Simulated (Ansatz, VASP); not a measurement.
# HgPbSe2 in two plane-wave programs, part 2 of 2

Wanted: the spread between two codes on one cell, functional and k mesh. The cell is invented: As first built, before any earlier steps moved the atoms: it takes the CdHgSe2 structure with some of its atoms replaced by other elements, volume scaled by an estimate. It may not be a known or stable phase. The cell comes out of the VASP series on this material, whose earlier steps may have relaxed, scaled or displaced it; both programs get it as it stands.

VASP 6.6.1 and Ansatz 0.2.0.

So far: The structure; Ansatz: band structure, r2SCAN; VASP: band structure, r2SCAN.

## Step 3: VASP: band structure, r2SCAN (continued)

Level of this step: r2SCAN; plane waves and PAW (Pb_d, Hg, Se); invented cell (VASP).

Numbers of over 12 decimals in the logs are rounded to 6 here.

Parts of OUTCAR (step 3):

```text
ion  position               nearest neighbor table
   1  0.500  0.500  0.500-   3 2.95   4 2.95   3 2.95   4 2.95
   2  0.000  0.000  0.000-   3 2.69   4 2.69   4 2.69   3 2.69
   3  0.500  0.000  0.216-   2 2.69   2 2.69   1 2.95   1 2.95
   4  0.000  0.500  0.784-   2 2.69   2 2.69   1 2.95   1 2.95

  LATTYP: Found a simple tetragonal cell.
 ALAT       =     4.5550684959
 C/A-ratio  =     1.4478676347

 Subroutine GETGRP returns: Found  8 space group operations
 (whereof  8 operations were pure point group operations)

The static configuration has the point symmetry D_2d.

 Found     18 irreducible k-points:

   k-points           NKPTS =     18   k-points in BZ     NKDIM =     18   number of bands    NBANDS=     33

   dimension x,y,z NGX =    30 NGY =   30 NGZ =   48
   dimension x,y,z NGXF=    60 NGYF=   60 NGZF=   96

   ENCUT  =  400.0 eV  29.40 Ry    5.42 a.u.   7.43  7.43 10.75*2*pi/ulx,y,z

   NELECT =      38.0000    total number of electrons

 k-points in reciprocal lattice and weights: Automatic mesh
   0.00000000  0.00000000  0.00000000       0.010
   0.20000000  0.00000000  0.00000000       0.040
   0.40000000  0.00000000  0.00000000       0.040
   0.20000000  0.20000000  0.00000000       0.040
   0.40000000  0.20000000  0.00000000       0.080
   0.40000000  0.40000000  0.00000000       0.040
   0.00000000  0.00000000  0.25000000       0.020
   0.20000000  0.00000000  0.25000000       0.080
   0.40000000  0.00000000  0.25000000       0.080
[...]
0.40000000  0.20000000  0.50000000       0.080
   0.40000000  0.40000000  0.50000000       0.040

 average (electrostatic) potential at core
       1-101.4193       2 -46.5575       3 -60.3012       4 -60.3012

 E-fermi :   2.1619

 k-point     1 :       0.0000    0.0000    0.0000
  band No.  band energies     occupation
    ...
     15      -0.7997      2.00000
     16      -0.7997      2.00000
     17       0.7498      2.00000
     18       0.9845      2.00000
     19       0.9845      2.00000
     20       3.2411      0.00000
     21       3.6946      0.00000
     22       5.0438      0.00000
     23       5.0438      0.00000
     24       6.0495      0.00000
    ...

 k-point     2 :       0.2000    0.0000    0.0000
  band No.  band energies     occupation
    ...
     15      -1.2826      2.00000
     16      -0.6027      2.00000
     17       0.3708      2.00000
     18       0.8755      2.00000
     19       1.2183      2.00000
     20       3.5524      0.00000
     21       4.1844      0.00000
     22       5.0660      0.00000
     23       5.1711      0.00000
     24       6.6532      0.00000
    ...

 k-point     3 :       0.4000    0.0000    0.0000
  band No.  band energies     occupation
    ...
     15      -1.5207      2.00000
     16      -0.5128      2.00000
     17      -0.1410      2.00000
     18       0.5492      2.00000
     19       1.5532      2.00000
     20       3.7709      0.00000
     21       4.6945      0.00000
     22       5.2971      0.00000
     23       5.4079      0.00000
     24       7.2929      0.00000
    ...

  Total        0.4062810      0.4062810      0.3725279      0.0000000     -0.0000000      0.0000000
  in kB        4.7568944      4.7568944      4.3617003      0.0000000     -0.0000000      0.0000000
  external PRESSURE =       4.6251630 kB  Pullay stress =       0.0000000 kB

  energy-cutoff  :      400.00
  volume of cell :      136.84
      direct lattice vectors                 reciprocal lattice vectors
     4.555068496  0.000000000  0.000000000     0.219535667  0.000000000  0.000000000
     0.000000000  4.555068496  0.000000000     0.000000000  0.219535667  0.000000000
     0.000000000  0.000000000  6.595136249     0.000000000  0.000000000  0.151626890

 POSITION                                       TOTAL-FORCE (eV/Angst)
 -----------------------------------------------------------------------------------
      2.27753      2.27753      3.29757         0.000000      0.000000      0.000000
      0.00000      0.00000      0.00000        -0.000000     -0.000000      0.000000
      2.27753      0.00000      1.42659         0.000000     -0.000000      0.078194
      0.00000      2.27753      5.16854        -0.000000     -0.000000     -0.078194
 -----------------------------------------------------------------------------------
    total drift:                                0.000000      0.000000      0.000000

  FREE ENERGIE OF THE ION-ELECTRON SYSTEM (eV)
  ---------------------------------------------------
  free  energy   TOTEN  =      -135.4361592510 eV

  energy  without entropy=     -135.4361592510  energy(sigma->0) =     -135.43615925

 total charge
# of ion       s       p       d       tot
------------------------------------------
    1        1.477   0.553   9.818  11.848
    2        0.677   0.358   9.396  10.431
    3        1.463   2.362   0.021   3.847
    4        1.463   2.362   0.021   3.847
--------------------------------------------------
tot          5.080   5.635  19.256  29.972

[... 3 further parts left out ...]
```

The run ends at a pressure of 0.46 GPa, with forces up to 0.078 eV/Å.

## Step 4: Side by side

Known differences besides the PAW data sets themselves: VASP keeps PBE cores, Ansatz makes them for the functional; the data sets hold 66 valence electrons in Ansatz (default PAW (the set named soft_2) files) and 38 in VASP; the cutoff is 500 eV in Ansatz and 400 eV in VASP. Total energies have different zeros and are not compared.

Both answers:

```csv
quantity,Ansatz,VASP,difference
pressure (GPa),0.40,0.46,-0.07
gap over the path points (eV),0.397,0.385,+0.012
```

Forces (eV/Å; atoms numbered as in POSCAR):

```csv
atom,"Ansatz x, y, z","VASP x, y, z"
Pb1,"0.000, 0.000, 0.000","0.000, 0.000, 0.000"
Hg2,"0.000, 0.000, 0.000","0.000, 0.000, 0.000"
Se3,"0.000, 0.000, 0.054","0.000, 0.000, 0.078"
Se4,"0.000, 0.000, -0.054","0.000, 0.000, -0.078"
```

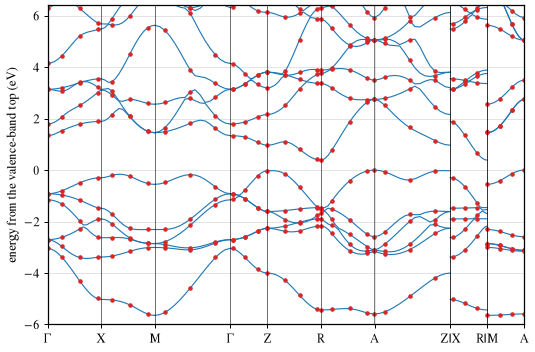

Bands from VASP (lines) and levels from Ansatz (dots). Dots without a line are higher empty bands that the VASP plot leaves out.

Levels at points of the path, from each program's valence-band top (eV; 4 filled, then empty):

```csv
k (reciprocal lattice),Ansatz,VASP
0.000 0.000 0.000,-2.70 -1.16 -0.92 -0.92 1.34 1.79 3.15,-2.71 -1.16 -0.92 -0.92 1.34 1.79 3.14
0.000 0.133 0.000,-2.61 -1.32 -0.97 -0.81 1.53 2.07 3.07,-2.62 -1.32 -0.97 -0.81 1.53 2.06 3.06
0.000 0.300 0.000,-2.29 -1.98 -1.17 -0.49 1.79 2.51 3.40,-2.29 -1.98 -1.17 -0.50 1.79 2.51 3.39
0.000 0.467 0.000,-2.60 -1.92 -1.46 -0.30 1.90 3.01 3.23,-2.60 -1.92 -1.46 -0.30 1.89 3.01 3.23
0.100 0.500 0.000,-2.62 -2.09 -1.70 -0.21 2.15 2.93 3.08,-2.62 -2.09 -1.70 -0.21 2.14 2.92 3.08
0.267 0.500 0.000,-2.68 -2.63 -2.26 -0.24 2.08 2.10 2.75,-2.68 -2.63 -2.26 -0.24 2.08 2.09 2.74
0.433 0.500 0.000,-2.85 -2.84 -2.31 -0.52 1.52 1.52 2.60,-2.85 -2.85 -2.31 -0.52 1.51 1.51 2.59
0.433 0.433 0.000,-2.89 -2.79 -2.31 -0.48 1.50 1.65 2.63,-2.90 -2.79 -2.31 -0.49 1.49 1.64 2.62
0.267 0.267 0.000,-3.02 -2.15 -1.92 -0.17 1.82 2.78 3.03,-3.02 -2.15 -1.92 -0.17 1.81 2.78 3.03
0.100 0.100 0.000,-2.79 -1.34 -1.13 -0.65 1.63 2.11 2.83,-2.80 -1.34 -1.13 -0.65 1.62 2.11 2.83
```

The forces differ by 9.8 meV/Å r.m.s., which is 30.7 % of the r.m.s. force of 0.03 eV/Å (both taken over all components). Among the levels compared (up to four filled and three empty ones at each point), filled levels agree within 7 meV and empty ones within 12 meV. Ansatz's pressure holds a Pulay correction of 0.02 GPa; VASP's holds none.

## Step 5: Outcome

* difference in gap over the path points (band structure, r2SCAN): 0.012 eV
* r.m.s. force difference (band structure, r2SCAN): 9.8 meV/Å

The r.m.s. force difference is 9.8 meV/Å (band structure, r2SCAN), within the 12 meV/Å picked in this series as the mark of a large difference. Differences of this kind measure data sets and numerical settings, not the functional's error against experiment.

[Lines on the potential files, build, host, timing and source positions are cut from VASP's logs without a mark.]

[Logs are printed without paths, hosts, clocks, repeated set-up lines and the standing remarks that a program may print on its own settings, such as how far it seeks lower states.]

[Hosts, paths, dates, database ids (printed as entryN), source tags and the programs' standing remarks are cut or masked in the printed files.]
